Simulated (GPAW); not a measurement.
# Ca2RuO4 (Cmce): the O K absorption edge, part 2 of 2

What does one-electron theory with a core hole give for the O K edge of Ca2RuO4 (Cmce)?

GPAW 26.7.0; X-ray absorption from dipole matrix elements to empty bands, plane-wave PAW LDA.

So far. Step 2 (Ground state of the crystal): The mesh shows no gap, so the system is treated as a metal and the core electron is put at the Fermi level (neutral cell).

## Step 4: Spectrum with XCH, O atom 7

The holes are 5.3 Å apart. In GPAW the data set carries the hole's charge, so charge=0 means a charged cell and charge=-1 a neutral one. The excited electron is kept in the cell, where it fills the lowest empty states and screens the hole. After the field has converged, empty bands are computed with the density fixed and the dipole matrix elements are summed.

The absorber has 2 Ru at 1.96 Å and 2 Ca at 2.37 Å (4-fold, site symmetry m).

File xas.py:

```python
import numpy as np
from ase import Atoms
from ase.parallel import parprint, paropen
from gpaw import GPAW, PW, FermiDirac, Mixer, MixerDif, setup_paths
from gpaw.test import gen
setup_paths.insert(0, '.')
gen('O', name='fch1s', xcname='LDA', corehole=(1, 0, 1), write_xml=True)
from gpaw.mpi import world
world.barrier()

atoms = Atoms('Ru2Ca4O8',
    cell=[[0, 5.335132, 0],
     [0, 0, 5.338418],
     [6.304823, -2.667566, 0]],
    scaled_positions=[[0.5, 0.5, 0],
     [0, 0, 0],
     [0.346378, 0, 0.692756],
     [0.153622, 0.5, 0.307244],
     [0.846378, 0.5, 0.692756],
     [0.653622, 0, 0.307244],
     [0.318881, 0.818696, 0],
     [0.181119, 0.318696, 0],
     [0.681119, 0.181304, 0],
     [0.818881, 0.681304, 0],
     [0.834062, 0, 0.668124],
     [0.665938, 0.5, 0.331876],
     [0.165938, 0, 0.331876],
     [0.334062, 0.5, 0.668124]],
    pbc=True)
atoms.calc = calc = GPAW(legacy_gpaw=True, mode=PW(500, force_complex_dtype=True), xc='LDA', setups={6: 'fch1s'},
    kpts={'size': (4, 3, 4), 'gamma': True}, occupations=FermiDirac(0.1),
    charge=-1, mixer=Mixer(0.1, 5, 50), maxiter=150,
    convergence={'density': 0.0001, 'eigenstates': 1e-6}, txt='scf.txt')
energy = atoms.get_potential_energy() + calc.get_reference_energy()
ef = calc.get_fermi_level()
out = dict(energy=energy, fermi=ef, forces=atoms.get_forces().tolist())
parprint(f'all-electron energy {energy:.4f} eV, Fermi level {ef:.4f} eV')
ev = np.array([[calc.get_eigenvalues(k, s) for k in range(len(calc.get_ibz_k_points()))] for s in range(calc.get_number_of_spins())])
out['homo'], out['lumo'], out['counts'] = ev[ev < ef].max(), ev[ev > ef].min(), sorted(set((ev < ef).sum((0, 2)).tolist()))
out['filled'] = (ev[:, 0] < ef).sum(1).tolist()

from ase.units import Ha
from gpaw.xas import dipole_matrix_elements
nb = int(calc.get_number_of_electrons() / 2) + 120
top, nb = nb, nb + 8 + nb // 12
nscf = calc.fixed_density(kpts={'size': (4, 4, 4), 'gamma': True}, nbands=nb,
    convergence={'bands': top, 'eigenstates': 5e-3}, maxiter=60, txt='nscf.txt')
cell = atoms.cell.array
ops = [cell.T @ U.T @ np.linalg.inv(cell.T) for U in nscf.wfs.kd.symmetry.op_scc]
E = np.arange(-6, 34, 0.1)
fwhm = np.interp(E, [4, 25], [0.9, 3.5])
Y, X, zero, highest = 0, 0, 1e9, 1e9
for spin in range(nscf.get_number_of_spins()):
    wfs = nscf.wfs
    mine = wfs.bd.get_slice()  # this rank's bands
    A = dipole_matrix_elements(wfs.setups[6])
    eps = np.zeros((wfs.kd.nibzkpts, nb))
    d = np.zeros((3, A.shape[1], wfs.kd.nibzkpts, nb), complex)
    for kpt in wfs.kpt_u:
        if kpt.s == spin and 6 in kpt.P_ani:
            eps[kpt.k, mine] = kpt.eps_n * Ha
            d[:, :, kpt.k, mine] = (kpt.weight * wfs.nspins / 2) ** 0.5 * np.inner(A, kpt.P_ani[6])
    world.sum(eps)
    world.sum(d)
    T = np.einsum('amkn,bmkn->abkn', d, d.conj()).real
    T = sum(np.einsum('ai,ijkn,bj->abkn', R, T, R) for R in ops) / len(ops)
    empty = eps > ef
    zero, highest = min(zero, eps[empty].min()), min(highest, eps[:, top - 1].min())
    lines = [(eps, T, empty)] if spin == 0 else lines + [(eps, T, empty)]
for eps, T, empty in lines:
    f = np.einsum('aakn->akn', T).reshape(3, -1)
    x = eps.ravel() - zero
    w = np.interp(x, E, fwhm) / 2.35482
    g = np.exp(-0.5 * ((E[:, None] - x) / w) ** 2) / (w * (2 * np.pi) ** 0.5)
    Y = Y + (f * empty.ravel()) @ g.T
    X = X + (f * ~empty.ravel()) @ g.T
out.update(E=E.round(2).tolist(), xas=Y.tolist(), xes=X.tolist(), zero=zero, valid=highest - zero, nk=len(eps), nb=nb)
for i in range(0, len(E), 10):
    parprint(f'{E[i]:7.2f}', *(f'{v:10.3e}' for v in Y[:, i]))
import json
with paropen('out.json', 'w') as f:
    json.dump(out, f)
```

The run is started by

```sh
$ OMP_NUM_THREADS=1 mpirun -n 4 gpaw python xas.py
```

Numbers of over 12 decimals in the logs are rounded to 6 here.

Log:

```text
Input parameters:
  charge: -1
  convergence: {density: 0.0001,
                eigenstates: 1e-06}
  kpts: {gamma: True,
         size: (4, 3, 4)}
  maxiter: 150
  mixer: {backend: pulay,
          beta: 0.1,
          method: separate,
          nmaxold: 5,
          weight: 50}
  mode: {ecut: 500.0,
         force_complex_dtype: True,
         name: pw}
  occupations: {fixmagmom: False,
                name: fermi-dirac,
                width: 0.1}
  setups: {6: fch1s}

Initialize ...

[... PAW data sets ...]

Reference energy: -335785.079149  # eV

Spin-paired calculation

[... convergence settings ...]
Symmetries present (total): 2
  [... symmetry matrices ...]

48 k-points: 4 x 3 x 4 Monkhorst-Pack grid + [1/8,0.000000,1/8]
17 k-points in the irreducible part of the Brillouin zone
       k-points in crystal coordinates                weights
   0:     0.00000000    0.00000000    0.00000000          1/48
   1:     0.00000000    0.00000000    0.25000000          2/48
   2:     0.00000000    0.00000000    0.50000000          1/48
   3:     0.00000000    0.33333333    0.00000000          2/48
   4:     0.00000000    0.33333333    0.25000000          4/48
   5:     0.00000000    0.33333333    0.50000000          2/48
   6:     0.25000000   -0.33333333    0.00000000          4/48
   7:     0.25000000   -0.33333333    0.50000000          4/48
   8:     0.25000000    0.00000000    0.00000000          4/48
   9:     0.25000000    0.00000000    0.50000000          4/48
          ...
  16:     0.50000000    0.33333333    0.50000000          4/48

Wave functions: Plane wave expansion
  Cutoff energy: 500.000 eV
  Number of coefficients (min, max): 4522, 4578
  Pulay-stress correction: 0.000000 eV/Ang^3 (de/decut=0.000000)
  Using FFTW library
  Wavefunction extrapolation:
    Improved wavefunction reuse through dual PAW basis

Occupation numbers: Fermi-Dirac:
  width: 0.1000  # eV

Eigensolver
   Davidson(niter=2)

Densities:
  Coarse grid: 36*28*36 grid
  Fine grid: 72*56*72 grid
  Total Charge: 0.000000

Density mixing:
  Method: separate
  Backend: pulay
  Linear mixing parameter: 0.1
  old densities: 5
  Width of damping distribution: 1.1
  Damping of long wavelength oscillations: 50

[... Hamiltonian set-up ...]
Number of atoms: 14
Number of atomic orbitals: 78
Number of bands in calculation: 77
Number of valence electrons: 121
Bands to converge: occupied

... initialized

Initializing position-dependent things.

Density initialized from atomic densities
Creating initial wave functions:
  77 bands from LCAO basis set

          O
        O

         Ru   O     Ca
         O  Ca    O
        O
              Ca   O
       Ru   O     Ca

Atomic positions and initial magnetic moments

Positions:
   0 Ru     0.000000    2.667566    2.669209    ( 0.0000,  0.0000,  0.0000)
   1 Ru     0.000000    0.000000    0.000000    ( 0.0000,  0.0000,  0.0000)
   2 Ca     4.367704    0.000000    0.000000    ( 0.0000,  0.0000,  0.0000)
   3 Ca     1.937119    0.000000    2.669209    ( 0.0000,  0.0000,  0.0000)
   4 Ca     4.367704    2.667566    2.669209    ( 0.0000,  0.0000,  0.0000)
   5 Ca     1.937119    2.667566    0.000000    ( 0.0000,  0.0000,  0.0000)
   6 O      0.000000    1.701272    4.370541    ( 0.0000,  0.0000,  0.0000)
[...]
11 O      2.092419    2.667566    2.669209    ( 0.0000,  0.0000,  0.0000)
  12 O      2.092419   -0.000000    0.000000    ( 0.0000,  0.0000,  0.0000)
  13 O      4.212404    0.000000    2.669209    ( 0.0000,  0.0000,  0.0000)

Unit cell:
           periodic     x           y           z      points  spacing
  1. axis:    yes    0.000000    5.335132    0.000000    36     0.1365
  2. axis:    yes    0.000000    0.000000    5.338418    28     0.1907
  3. axis:    yes    6.304823   -2.667566    0.000000    36     0.1751

  Lengths:   5.335132   5.338418   6.845926
  Angles:   90.000000 112.933186  90.000000

Effective grid spacing dv^(1/3) = 0.1704

iter:   1  -138.903086
iter:   2  -131.220275   -0.64  -1.08
iter:   3  -124.605928   -0.68  -1.21
iter:   4  -124.225360   -1.77  -1.45
iter:   5  -124.084257   -1.84  -1.51
iter:   6  -123.739879   -2.29  -1.61
iter:   7  -123.631069   -2.26  -1.79
iter:   8  -123.606752   -3.18  -2.17
iter:   9  -123.601998c  -4.12  -2.61
iter:  10  -123.600960c  -4.56  -2.75
iter:  11  -123.600405c  -4.46  -2.83
iter:  12  -123.599647c  -4.67  -2.97
iter:  13  -123.599352c  -5.33  -3.18
iter:  14  -123.599217c  -5.47  -3.46
iter:  15  -123.599170c  -6.13c -3.69
iter:  16  -123.599147c  -6.75c -3.83
iter:  17  -123.599139c  -7.02c -3.94
iter:  18  -123.599113c  -6.83c -4.03c

Converged after 18 iterations.

Dipole moment: (-0.000000, -0.185099, 0.244241) |e|*Ang

Energy contributions relative to reference atoms: (reference = -335785.079149)

Kinetic:        +58.253983
Potential:      -63.032857
External:        +0.000000
XC:            -115.213234
Entropy (-ST):   -0.286248
Local:           -3.463880
SIC:             +0.000000
--------------------------
Free energy:   -123.742237
Extrapolated:  -123.599113

Showing only first 2 kpts
 Kpt  Band  Eigenvalues  Occupancy
  0    58      5.88429    1.99987
  0    59      6.36194    1.98418
  0    60      7.03122    0.26909
  0    61      7.41393    0.00675

  1    58      6.06240    1.99920
  1    59      6.36693    1.98337
  1    60      7.01032    0.32158
[...]
Fermi level: 6.84509

No gap
No difference between direct/indirect transitions

Forces in eV/Ang:
  0 Ru    0.00000    1.79413   -2.45661
  1 Ru    0.00000   -2.44642    1.81671
  2 Ca   -0.15905    0.25692    0.25594
  3 Ca   -0.07148   -0.17164   -0.17091
  4 Ca    0.07148   -0.17164   -0.17091
  5 Ca    0.15905    0.25692    0.25594
  6 O     0.00000    0.43094    0.43258
[...]
11 O    -0.46599   -0.14842    0.21244
 12 O    -0.35960    0.21516   -0.13679
 13 O     0.46599   -0.14842    0.21244
Scalar-relativistic atomic LDA calculation for O (Oxygen, Z=8)
Core hole in 1s state (1s occupation: 1.0)
300 radial gridpoints.
|------------------------------------------------|
|------------------------------------------------|
[... the atom generator's iteration count ...]

Energy contributions:
-------------------------
Kinetic:      +54.046737
XC:            -5.876031
Potential:   -102.458324
-------------------------
Total:        -54.287618

state      eigenvalue         ekin         rmax
-----------------------------------------------
1s^1.0 :   -21.731873    30.611423        0.127
2s^2.0 :    -1.594915     4.066245        0.801
2p^4.0 :    -1.067100     3.825706        0.682
-----------------------------------------------
(units: Bohr and Hartree)

Generating PAW setup
Kinetic energy of the core from tauc = 30.636371
Cutoffs:
rc(s)=1.300
rc(p)=1.130
rc(d)=1.170
rc(vbar)=1.300
rc(comp)=1.260
rc(nct)=1.300

Kinetic energy of the core states: 30.611423
Charge: 1.0
Core electrons: 1.0
Valence electrons: 6.0
Pseudo-core charge: 0.000198
Shape function alpha=6.299
Pseudo-electron charge 5.280306
state    eigenvalue         norm
--------------------------------
2s(2) :    -1.594915     1.065643
*s    :    -0.594915
2p(4) :    -1.067100     0.787205
*p    :    -0.067100
*d    :     0.000000
--------------------------------

Diagonalizing with gridspacing h=0.050

state   all-electron     PAW
-------------------------------
2s:      -1.594915    -1.596334
2p:      -1.067100    -1.073375
*d:                   -0.060686
*f:                   -0.013559
-------------------------------
<dir> UserWarning: Initial realspace grid (28,28,36) inconsistent with symmetries.
  warnings.warn(
<dir> UserWarning: Using symmetrized grid: (36,28,36).

  warnings.warn('Using symmetrized grid: ({},{},{}).\n'.format(*N_c))
<dir> UserWarning: Initial realspace grid (28,28,36) inconsistent with symmetries.
  warnings.warn(
<dir> UserWarning: Using symmetrized grid: (36,28,36).

  warnings.warn('Using symmetrized grid: ({},{},{}).\n'.format(*N_c))
<dir> UserWarning: Initial realspace grid (28,28,36) inconsistent with symmetries.
  warnings.warn(
<dir> UserWarning: Using symmetrized grid: (36,28,36).

  warnings.warn('Using symmetrized grid: ({},{},{}).\n'.format(*N_c))
<dir> UserWarning: Initial realspace grid (28,28,36) inconsistent with symmetries.
  warnings.warn(
<dir> UserWarning: Using symmetrized grid: (36,28,36).

  warnings.warn('Using symmetrized grid: ({},{},{}).\n'.format(*N_c))
all-electron energy -335908.6783 eV, Fermi level 6.8451 eV
[...]
31.00  7.409e-05  5.893e-05  5.785e-05
  32.00  7.046e-05  6.629e-05  6.507e-05
  33.00  6.459e-05  7.235e-05  7.229e-05
```

Run time: 1.9 min. Hardware: 4 MPI ranks of Intel Xeon Platinum 8488C (Sapphire Rapids), shared host; peak memory 0.51 GiB; 7.4 min of CPU time.

The O K spectrum, O atom 7, excited-electron core hole (neutral cell) (energy from the lowest empty level; intensity scaled to a mean of 1 over the first 20 eV; polarised curves are means over the symmetry-equivalent atoms):

| E (eV) | isotropic | ε ∥ x | ε ∥ y | ε ∥ z |
| --- | --- | --- | --- | --- |
| -2.0 | 0.00 | 0.00 | 0.00 | 0.00 |
| -0.5 | 0.18 | 0.50 | 0.03 | 0.02 |
| 1.0 | 0.19 | 0.09 | 0.24 | 0.24 |
| 2.5 | 1.06 | 0.11 | 1.53 | 1.55 |
| 4.0 | 1.32 | 0.57 | 1.69 | 1.71 |
| 5.5 | 1.26 | 1.38 | 1.18 | 1.22 |
| 7.0 | 0.79 | 1.07 | 0.67 | 0.64 |
| 8.5 | 0.93 | 1.44 | 0.68 | 0.68 |
| 10.0 | 0.98 | 1.26 | 0.83 | 0.83 |
| 11.5 | 1.68 | 0.98 | 2.01 | 2.04 |
| 13.0 | 1.63 | 1.07 | 1.93 | 1.90 |
| 14.5 | 0.87 | 0.69 | 0.96 | 0.95 |
| 16.0 | 0.82 | 0.55 | 0.94 | 0.96 |
| 17.5 | 0.62 | 0.67 | 0.60 | 0.58 |
| 19.0 | 0.56 | 0.75 | 0.46 | 0.46 |
| 20.5 | 0.57 | 0.83 | 0.43 | 0.44 |
| 22.0 | 0.52 | 0.79 | 0.39 | 0.39 |
| 23.5 | 0.51 | 0.70 | 0.42 | 0.42 |
| 25.0 | 0.58 | 0.78 | 0.49 | 0.48 |
| 26.5 | 0.74 | 0.96 | 0.62 | 0.63 |
| 28.0 | 0.87 | 1.12 | 0.74 | 0.75 |
| 29.5 | 0.95 | 1.22 | 0.82 | 0.82 |
| 31.0 | 1.05 | 1.23 | 0.98 | 0.96 |

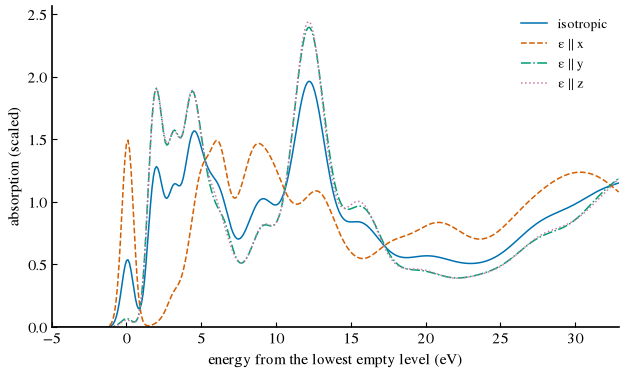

The O K edge, O atom 7, excited-electron core hole (neutral cell): main maxima at 2.0, 4.5 and 12.2 eV.

Main maxima below 24 eV (height): 0.1 eV (0.54), 2.0 eV (1.28), 4.5 eV (1.57), 9.1 eV (1.03) and 12.2 eV (1.96). A K edge sees empty p states; the first features are O p mixed into the empty d states of the Ru neighbours, and the broad ones above probably into the cations' higher empty bands.

The total-energy difference is 533.67 eV. One term is added: -8.83 eV, since the hole is spin-paired here and a spin-polarised one costs that much less in the free atom (computed apart). The photon energy is then 524.84 eV. The functional leaves an error in such absolute values: in the free atom LDA prices this hole 4.1 eV below PBE (computed apart), and PBE is itself good to a few eV.

## Step 5: Spectrum with XCH, O atom 11

The holes are 5.3 Å apart. The excited electron is kept in the cell, where it fills the lowest empty states and screens the hole. After the field has converged, empty bands are computed with the density fixed and the dipole matrix elements are summed.

The absorber has 1 Ru at 2.09 Å, 1 Ca at 2.28 Å and 4 Ca at 2.67 Å (distorted octahedral, site symmetry 2).

xas.py: that of step 4 with these lines changed.

```diff
@@ -29,3 +29,3 @@
     pbc=True)
-atoms.calc = calc = GPAW(legacy_gpaw=True, mode=PW(500, force_complex_dtype=True), xc='LDA', setups={6: 'fch1s'},
+atoms.calc = calc = GPAW(legacy_gpaw=True, mode=PW(500, force_complex_dtype=True), xc='LDA', setups={10: 'fch1s'},
     kpts={'size': (4, 3, 4), 'gamma': True}, occupations=FermiDirac(0.1),
@@ -55,3 +55,3 @@
     mine = wfs.bd.get_slice()  # this rank's bands
-    A = dipole_matrix_elements(wfs.setups[6])
+    A = dipole_matrix_elements(wfs.setups[10])
     eps = np.zeros((wfs.kd.nibzkpts, nb))
@@ -59,5 +59,5 @@
     for kpt in wfs.kpt_u:
-        if kpt.s == spin and 6 in kpt.P_ani:
+        if kpt.s == spin and 10 in kpt.P_ani:
             eps[kpt.k, mine] = kpt.eps_n * Ha
-            d[:, :, kpt.k, mine] = (kpt.weight * wfs.nspins / 2) ** 0.5 * np.inner(A, kpt.P_ani[6])
+            d[:, :, kpt.k, mine] = (kpt.weight * wfs.nspins / 2) ** 0.5 * np.inner(A, kpt.P_ani[10])
     world.sum(eps)
```

Log:

```text
Input parameters:
  charge: -1
  convergence: {density: 0.0001,
                eigenstates: 1e-06}
  kpts: {gamma: True,
         size: (4, 3, 4)}
  maxiter: 150
  mixer: {backend: pulay,
          beta: 0.1,
          method: separate,
          nmaxold: 5,
          weight: 50}
  mode: {ecut: 500.0,
         force_complex_dtype: True,
         name: pw}
  occupations: {fixmagmom: False,
[...]
warnings.warn('Using symmetrized grid: ({},{},{}).\n'.format(*N_c))
<dir> UserWarning: Initial realspace grid (28,28,36) inconsistent with symmetries.
  warnings.warn(
<dir> UserWarning: Using symmetrized grid: (36,28,36).

  warnings.warn('Using symmetrized grid: ({},{},{}).\n'.format(*N_c))
all-electron energy -335908.9743 eV, Fermi level 7.4302 eV
[...]
32.00  7.919e-05  4.851e-05  4.887e-05
  33.00  6.259e-05  4.068e-05  4.083e-05
[key lines of the parts left out:]
Converged after 18 iterations.
Dipole moment: (0.087776, 0.228182, -0.000000) |e|*Ang
Free energy:   -124.042396
Fermi level: 7.43018
```

Wall time 1.8 min (4 MPI ranks); peak memory 0.5 GiB.

The O K spectrum, O atom 11, excited-electron core hole (neutral cell) (energy from the lowest empty level; intensity scaled to a mean of 1 over the first 20 eV; polarised curves are means over the symmetry-equivalent atoms):

| E (eV) | isotropic | ε ∥ x | ε ∥ y | ε ∥ z |
| --- | --- | --- | --- | --- |
| -2.0 | 0.00 | 0.00 | 0.00 | 0.00 |
| -0.5 | 0.02 | 0.01 | 0.03 | 0.03 |
| 1.0 | 0.66 | 1.81 | 0.10 | 0.06 |
| 2.5 | 2.09 | 1.49 | 2.45 | 2.34 |
| 4.0 | 1.10 | 0.53 | 1.43 | 1.35 |
| 5.5 | 1.12 | 1.73 | 0.77 | 0.86 |
| 7.0 | 0.82 | 0.95 | 0.77 | 0.73 |
| 8.5 | 1.20 | 1.28 | 1.15 | 1.17 |
| 10.0 | 1.03 | 1.32 | 0.89 | 0.88 |
| 11.5 | 1.10 | 1.81 | 0.73 | 0.75 |
| 13.0 | 0.79 | 1.06 | 0.66 | 0.65 |
| 14.5 | 0.50 | 0.46 | 0.52 | 0.53 |
| 16.0 | 0.56 | 0.50 | 0.59 | 0.58 |
| 17.5 | 0.71 | 0.45 | 0.85 | 0.85 |
| 19.0 | 1.02 | 0.38 | 1.34 | 1.33 |
| 20.5 | 1.12 | 0.42 | 1.46 | 1.47 |
| 22.0 | 0.93 | 0.62 | 1.09 | 1.08 |
| 23.5 | 0.79 | 0.82 | 0.79 | 0.77 |
| 25.0 | 0.69 | 0.83 | 0.61 | 0.62 |
| 26.5 | 0.71 | 0.88 | 0.63 | 0.63 |
| 28.0 | 0.90 | 1.10 | 0.80 | 0.80 |
| 29.5 | 1.12 | 1.44 | 0.96 | 0.96 |
| 31.0 | 1.12 | 1.51 | 0.92 | 0.93 |

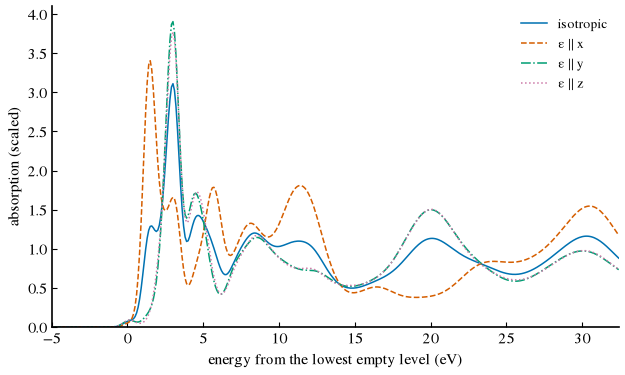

The O K edge, O atom 11, excited-electron core hole (neutral cell): main maxima at 1.6, 3.0 and 4.7 eV.

Main maxima below 24 eV (height): 1.6 eV (1.29), 3.0 eV (3.11), 4.7 eV (1.43), 8.4 eV (1.20), 11.3 eV (1.10) and 20.1 eV (1.13). 

The total-energy difference is 533.38 eV. With the free-atom term of -8.83 eV for this edge, the photon energy is 524.55 eV.

## Step 6: Site by site

| atom | surroundings | onset shift (eV) | energy of the highest intensity below 16 eV |
| --- | --- | --- | --- |
| 7 | 2 Ru at 1.96 Å and 2 Ca at 2.37 Å (4-fold, site symmetry m) | +0.00 | 12.2 |
| 11 | 1 Ru at 2.09 Å, 1 Ca at 2.28 Å and 4 Ca at 2.67 Å (distorted octahedral, site symmetry 2) | -0.30 | 3.0 |

On one energy scale, from the first site's zero:

| E (eV) | atom 7 | atom 11 |
| --- | --- | --- |
| -2.0 | 0.00 | 0.00 |
| -1.0 | 0.01 | 0.01 |
| 0.0 | 0.53 | 0.09 |
| 1.0 | 0.19 | 1.13 |
| 2.0 | 1.28 | 1.59 |
| 3.0 | 1.11 | 2.53 |
| 4.0 | 1.32 | 1.30 |
| 5.0 | 1.44 | 1.22 |
| 6.0 | 1.17 | 0.69 |
| 7.0 | 0.79 | 0.94 |
| 8.0 | 0.79 | 1.20 |
| 9.0 | 1.02 | 1.08 |
| 10.0 | 0.98 | 1.05 |
| 11.0 | 1.32 | 1.10 |
| 12.0 | 1.94 | 1.00 |
| 13.0 | 1.63 | 0.70 |
| 14.0 | 0.99 | 0.51 |
| 15.0 | 0.84 | 0.51 |
| 16.0 | 0.82 | 0.58 |
| 17.0 | 0.68 | 0.69 |
| 18.0 | 0.57 | 0.87 |
| 19.0 | 0.56 | 1.07 |
| 20.0 | 0.57 | 1.13 |
| 21.0 | 0.55 | 1.02 |
| 22.0 | 0.52 | 0.90 |
| 23.0 | 0.51 | 0.81 |
| 24.0 | 0.53 | 0.73 |
| 25.0 | 0.58 | 0.68 |
| 26.0 | 0.68 | 0.70 |
| 27.0 | 0.79 | 0.80 |
| 28.0 | 0.87 | 0.95 |
| 29.0 | 0.93 | 1.09 |
| 30.0 | 0.98 | 1.16 |
| 31.0 | 1.05 | 1.08 |
| 32.0 | 1.11 | 0.90 |

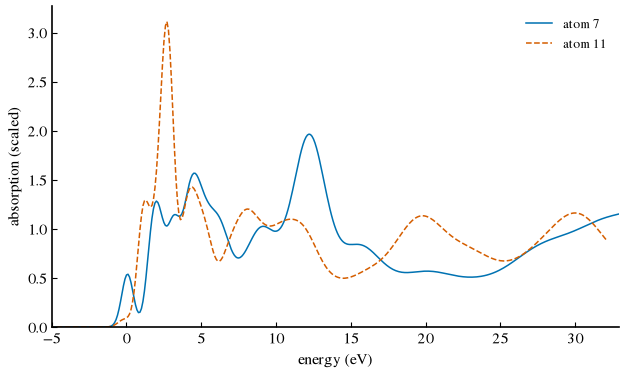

The sites' spectra.

## Step 7: Summary of results

- absorber and edge: O K, atom 7 of the ground-state input (counted from 1)
- surroundings: 2 Ru at 1.96 Å and 2 Ca at 2.37 Å (4-fold, site symmetry m)
- highest intensity below 16 eV: 12.2 eV above the zero, height 1.96
- photon energy of the zero, with the added terms: 524.8 eV (raw 533.7 eV; LDA puts this hole about 4 eV below PBE, itself good to a few eV)

In words: The O K edge of atom 7, with 2 Ru at 1.96 Å and 2 Ca at 2.37 Å (4-fold, site symmetry m), has its highest intensity of the first 16 eV at 12.2 eV above the zero, near 537 eV in photon energy (LDA puts this hole about 4 eV below PBE, itself good to a few eV), 2.0 times the mean level of the first 20 eV (Gaussian full width 0.9 eV up to 4 eV, rising linearly to 3.5 eV at 25 eV). The O K spectra of the 2 sites differ in shape by up to 47 % r.m.s. after the best shift, and their zeros spread over 0.30 eV. At the O K edge of atom 7 polarisation matters most near 2.0 eV, where the curves differ by 1.9 on this scale. 1 further run of this session is left out of this account as redundant. The unit cell's mesh shows no gap over 0.35 eV. That is right for a metallic compound; for a small-gap or correlated insulator it would be the fault of the functional or of the assumed magnetic order, and the hole would be screened too well. The holes are only 5.3 Å apart, so the shape is probably not converged with cell size; no larger cell was run here. The mesh is coarse (0.32 Å⁻¹ between points), so small maxima may be mesh ripples. Lifetime broadening is put in by hand, and intensities beyond about 20 eV depend on it and on the partial waves; weight that the partial waves miss at high energy is lost. The structure is a computed Materials Project entry and may be a hypothetical form.

[Banner, clock and machine lines of the logs are left out without a mark of their own.]

[Logs are printed without paths, hosts, clocks, repeated set-up lines and the standing remarks that a program may print on its own settings, such as how far it seeks lower states.]

[Hosts, paths, dates, database ids (printed as entryN), source tags and the programs' standing remarks are cut or masked in the printed files.]

[Lists of maxima count a maximum above −3 eV only where it reaches 4 % of the highest in the window and stands out from its surroundings by 2 % of it (1.5 % where it reaches 55 %); shoulders and weaker maxima are passed over, and of the rest the first, up to two pre-edge ones and the few strongest are named.]
